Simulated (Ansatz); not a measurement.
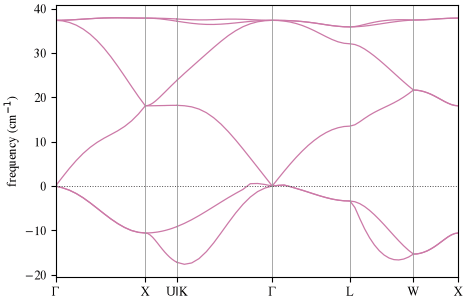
Figure: Phonon dispersion of Hg (diamond, space group No. 227), PBE in the plane-wave PAW code Ansatz; imaginary frequencies are drawn negative

Problem. Is this phase dynamically stable?

Solution. No: a branch reaches about 18i cm⁻¹ near K.

Problem. How high does the spectrum reach?

Solution. About 38 cm⁻¹ (1.1 THz).

Space group Fd-3m (diamond). A made-up cell: these elements were put on the sites of a structure type; neither database checked (COD, Materials Project) lists it. It is not the usual solid phase (space group No. 166). The cell was relaxed with PBE under the symmetry of its start. The substance is a gas or liquid at ambient conditions. Spin–orbit coupling is left out wherever it is not named.

Potentials: the later of the program's two PAW sets.
